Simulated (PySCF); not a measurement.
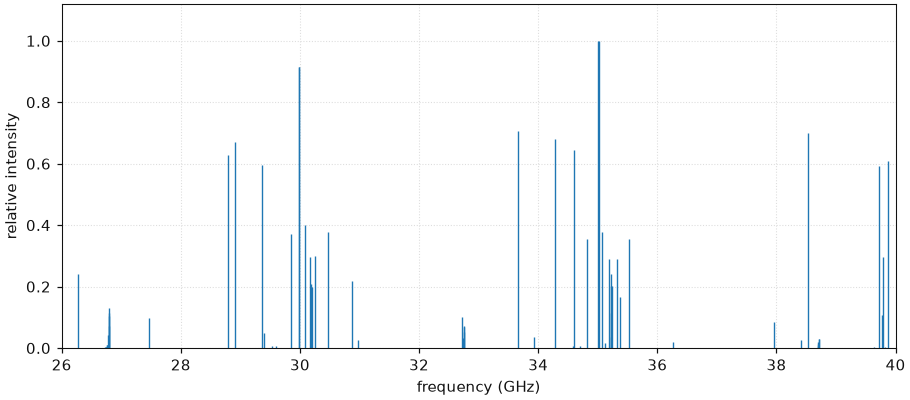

Simulated rotational absorption lines between 26 and 40 GHz at 3 K: rigid rotor with the equilibrium constants and dipole of one optimised conformer (PBE0-D3(BJ)/def2-SVP, PySCF), commonest isotopes; no centrifugal distortion, hyperfine structure, internal rotation or nuclear-spin weights; lines within 1 MHz of each other are summed.

**Which molecule gives this spectrum?**
A. C₂H₁₁AsB₂, SMILES CB(C)[BH2-][AsH3+]
B. C₄H₁₀Ge, SMILES [CH3][GeH]1[CH2]C[CH2]1, singlet
C. C₆H₁₁B, SMILES B/C(=C/C)C(=C)C
D. C₂H₅ClO₂Si, SMILES Cl[SiH]1OCCO1

Option B. Rotational constants A, B, C = 5.493, 2.566, 2.464 GHz, |μa|, |μb|, |μc| = 0.26, 0.01, 0.41 D.

Caveats: coarse grid, loose stop and no frequency check, small forces are noise and the end may be a saddle.
